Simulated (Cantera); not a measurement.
Input: 1 mol SiCl4, 0.012 mol CH4, 39 mol H2, held at 1075 K.

These are equilibrium values from Cantera (NASA tables, ideal gas, pure condensed phases), not measurements of a reactor. Candidate condensed phases: C, C6H6, C7H8, C8H18, Si, SiC; 109 gas species. Mutual solubility and eutectic melting of coexisting phases are not modelled. The tables' values for SiCl3 are old estimates; treat these amounts as uncertain. Kinetics and transport are ignored.

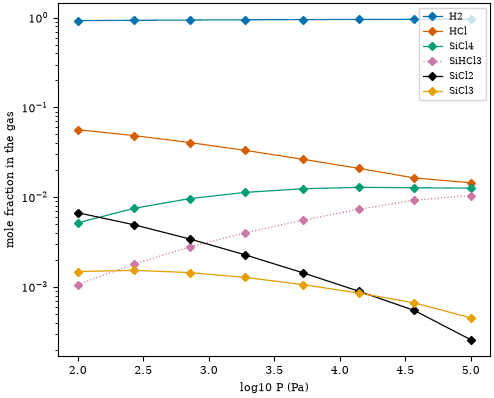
Equilibrium gas composition (values under 1e-9 drawn at 1e-9)

From 100 Pa to 37000 Pa the condensed part is Si(s) + SiC(s). At 100000 Pa the condensed part is SiC(s). The main Si-bearing gas is SiCl2 at 100 Pa and SiCl4 at 100000 Pa. The share of Si in condensed phases is highest at 100 Pa (41.2 %) and lowest at 100000 Pa (1.0 %).
